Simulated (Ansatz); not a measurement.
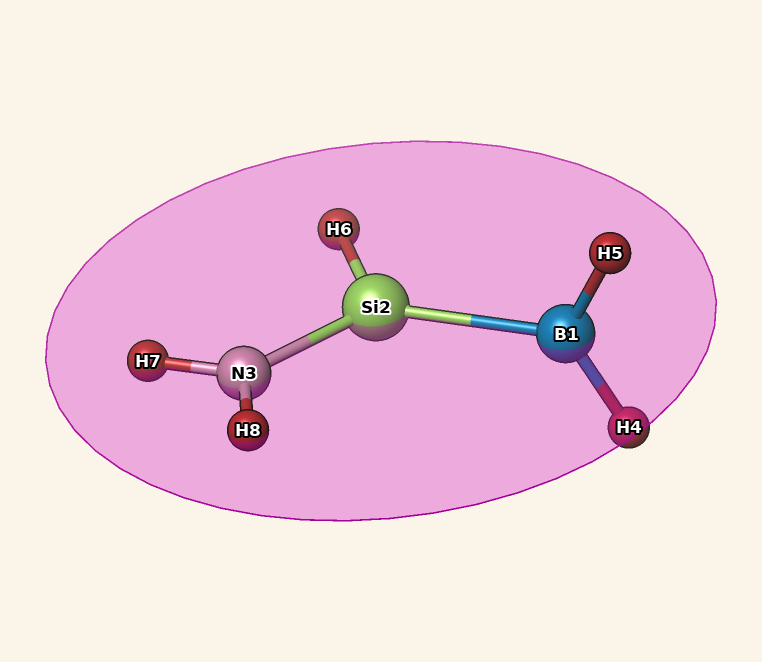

A disc through the centre of mass is drawn in. Depth is shown by fading: the farther an atom, the more it takes the colour of the background. State: charge +1, singlet. The computed structure is the end point of a PBE0-D4/def2-TZVP optimisation. No frequency run is at hand to confirm it as a minimum.

Question: Is the plane of the disc a mirror plane of the structure?

Answer: Yes. The reflection leaves B1, Si2, N3, H6, H7, H8 in place and moves H4 ↔ H5. The point group is Cs.
